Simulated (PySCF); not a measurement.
# triplet SO2F2: levels of theory compared

Aim: a comparison of 3 runs (UBLYP/6-311+G**, UPBE/6-311+G**, UPBE0/6-311+G**) of triplet SO2F2. The job is set up through a Python script.

Program for the calculation: PySCF 2.14.0.

1 further run of the same task is left out (set aside as unsound or not needed).

**1. Starting point**

SO2F2: 5 atoms, total charge 0, spin state triplet. SMILES of the parent species: `O=S(=O)(F)F`. Geometry: relaxed at PBE0-D4/def2-TZVP. That shape belongs to the parent species and isn't relaxed for this state.

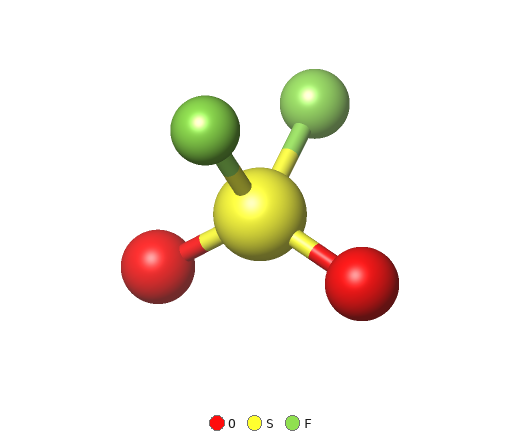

The structure, seen from a chosen angle (oxygen red, sulfur yellow, fluorine green).

**2. A single-point energy at UBLYP/6-311+G(d,p) (run 1)**

job.py reads:

```python
from pyscf import gto, dft

mol = gto.M(
    atom='''
O     -0.388200    -0.151100     1.421700
S      0.070900    -0.096900     0.095900
O      1.129600    -0.862200    -0.418700
F     -1.140900    -0.267600    -0.837400
F      0.328600     1.377800    -0.261400
''',
    max_memory=1860,
    verbose=3,
    basis='6-311+g**',
    spin=2,
    charge=0,
)

mf = dft.UKS(mol, xc='blyp')
mf.conv_tol = 1e-10
mf.grids.level = 5
mf.kernel()
if not mf.converged:
    mf = mf.newton().run(mf.mo_coeff, mf.mo_occ)

e_final = mf.e_tot
print('Final energy', e_final)
```

Command:

```
OMP_NUM_THREADS=1 python job.py
```

The log of the run:

```text
WARN: HOMO -0.056172053500816 >= LUMO -0.405895552970894

WARN: HOMO -0.121544691460123 >= LUMO -0.291908988511379

WARN: HOMO -0.0884894630213655 >= LUMO -0.369684941840225

WARN: HOMO -0.0909965629582935 >= LUMO -0.353428038584992

WARN: HOMO -0.090838762349518 >= LUMO -0.356247903532504

WARN: HOMO -0.0869975334041013 >= LUMO -0.352265606825168

WARN: HOMO -0.0885936146161938 >= LUMO -0.354199067354229

WARN: HOMO -0.0888210103402108 >= LUMO -0.354431134295992

WARN: HOMO -0.0885404105086019 >= LUMO -0.353910038973036

WARN: HOMO -0.0885887787390332 >= LUMO -0.353879483637266

WARN: HOMO -0.0885907200448285 >= LUMO -0.353875643218189

WARN: HOMO -0.088576286298947 >= LUMO -0.35386147293594

WARN: HOMO -0.0885777514240941 >= LUMO -0.353864559289034

WARN: HOMO -0.0885778594159229 >= LUMO -0.353865352223693

WARN: HOMO -0.0885781924055101 >= LUMO -0.353865319473773

WARN: HOMO -0.088577794216048 >= LUMO -0.353864671236784

converged SCF energy = -748.073321996609  <S^2> = 2.0039408  2S+1 = 3.002626
Final energy -748.0733219966094
```

Wall time 32 s (1 thread of Intel Xeon at 2.60GHz (Ice Lake), shared host); peak memory 0.68 GiB.

**3. The energy at UPBE/6-311+G(d,p) (run 2)**

calc.py reads:

```python
from pyscf import gto, dft

system = gto.M(
    atom='''
O     -0.388200    -0.151100     1.421700
S      0.070900    -0.096900     0.095900
O      1.129600    -0.862200    -0.418700
F     -1.140900    -0.267600    -0.837400
F      0.328600     1.377800    -0.261400
''',
    verbose=3,
    spin=2,
    basis='6-311+g**',
    max_memory=1860,
)

mf = dft.UKS(system, xc='pbe')
mf.conv_tol = 1e-10
mf.grids.level = 5
mf.kernel()
if not mf.converged:
    mf = mf.newton().run(mf.mo_coeff, mf.mo_occ)

e_tot = mf.e_tot
print('Final energy', e_tot)
```

Command:

```
OMP_NUM_THREADS=1 python calc.py
```

The log of the run:

```text
WARN: HOMO -0.057462680916307 >= LUMO -0.407726958263761

WARN: HOMO -0.123410868770068 >= LUMO -0.29925710392012

WARN: HOMO -0.0890384894971117 >= LUMO -0.371318202025531

WARN: HOMO -0.0908761588544541 >= LUMO -0.357049597566405

WARN: HOMO -0.0925147073869477 >= LUMO -0.360740722614242

WARN: HOMO -0.0885231228047713 >= LUMO -0.356407363613998

WARN: HOMO -0.0900251149163344 >= LUMO -0.358259162153192

WARN: HOMO -0.0901657229395754 >= LUMO -0.358393124147126

WARN: HOMO -0.0899294751765864 >= LUMO -0.357947235375262

WARN: HOMO -0.0899835454042721 >= LUMO -0.357923712736173

WARN: HOMO -0.0899780790022351 >= LUMO -0.357914667506697

WARN: HOMO -0.089966642456907 >= LUMO -0.357900920087271

WARN: HOMO -0.0899685136774765 >= LUMO -0.357903639568402

WARN: HOMO -0.0899684752730791 >= LUMO -0.357903766516469

WARN: HOMO -0.0899688359205248 >= LUMO -0.357903637191818

converged SCF energy = -747.602611400331  <S^2> = 2.0035373  2S+1 = 3.0023573
Final energy -747.6026114003314
```

It took 30 s on 1 thread of Intel Xeon at 2.60GHz (Ice Lake), shared host; peak memory 0.68 GiB.

**4. A single-point energy at UPBE0/6-311+G(d,p) (run 3)**

input.py reads:

```python
from pyscf import gto, dft

mol = gto.M(
    atom='''
O   -0.388200  -0.151100   1.421700
S    0.070900  -0.096900   0.095900
O    1.129600  -0.862200  -0.418700
F   -1.140900  -0.267600  -0.837400
F    0.328600   1.377800  -0.261400
''',
    spin=2,
    basis='6-311+g**',
    charge=0,
    verbose=3,
    max_memory=1860,
)

ks = dft.UKS(mol)
ks.xc = 'pbe0'
ks.grids.level = 5
ks.conv_tol = 1e-10
ks.kernel()
if not ks.converged:
    ks = ks.newton().run(ks.mo_coeff, ks.mo_occ)

energy = ks.e_tot
print('E(%s) = %.9f' % ('PBE0', energy))
```

Command:

```
OMP_NUM_THREADS=1 python input.py
```

The log of the run:

```text
WARN: HOMO -0.0393875499662073 >= LUMO -0.437947541799295

WARN: HOMO -0.162321063768503 >= LUMO -0.320083359608958

WARN: HOMO -0.123853889805972 >= LUMO -0.346681499485214

WARN: HOMO -0.118902804757738 >= LUMO -0.322877823976995

WARN: HOMO -0.117809970802242 >= LUMO -0.322278294534172

WARN: HOMO -0.119906604926399 >= LUMO -0.322824598187239

WARN: HOMO -0.118996500206094 >= LUMO -0.32034804759077

WARN: HOMO -0.119137758663712 >= LUMO -0.320241298100385

WARN: HOMO -0.119221713692113 >= LUMO -0.320217303301717

WARN: HOMO -0.119195244037442 >= LUMO -0.320083901440782

WARN: HOMO -0.119207967954694 >= LUMO -0.320101664626478

WARN: HOMO -0.119218456336625 >= LUMO -0.320097775408854

WARN: HOMO -0.119219308675099 >= LUMO -0.320094524111724

WARN: HOMO -0.119222259399223 >= LUMO -0.320097257528701

WARN: HOMO -0.11922172101481 >= LUMO -0.320094403138114

WARN: HOMO -0.119221483713758 >= LUMO -0.320092009151296

WARN: HOMO -0.1192221276781 >= LUMO -0.320092135787689

WARN: HOMO -0.119221749623421 >= LUMO -0.320091471535704

converged SCF energy = -747.589316713113  <S^2> = 2.0128446  2S+1 = 3.0085508
E(PBE0) = -747.589316713
```

Run time: 38 s. Hardware: 1 thread of Intel Xeon at 2.60GHz (Ice Lake), shared host; peak memory 0.68 GiB.

**5. Overview of the runs**

```tsv
run	level	energy (Eh)	dipole moment (D)	HOMO energy (eV)	⟨S²⟩	wall time
1	UBLYP/6-311+G**	-748.073322	0.04	-2.41	2.004	32 s
2	UPBE/6-311+G**	-747.602611	0.01	-2.45	2.004	30 s
3	UPBE0/6-311+G**	-747.589317	0.07	-3.24	2.013	38 s
```

**6. Summary of results**

| quantity | value |
| --- | --- |
| run 3: total energy | -747.58932 Eh |
| run 3: dipole moment | 0.07 D |
| run 3: HOMO energy (highest over α and β) | -3.24 eV |
| run 3: ⟨S²⟩ | 2.013 |

In words: The dipole moment (its size) runs from 0.01 D (UPBE/6-311+G**) to 0.07 D (UPBE0/6-311+G**). Totals of different functionals can't be ranked against each other. All runs together took 99 s, the longest 38 s.
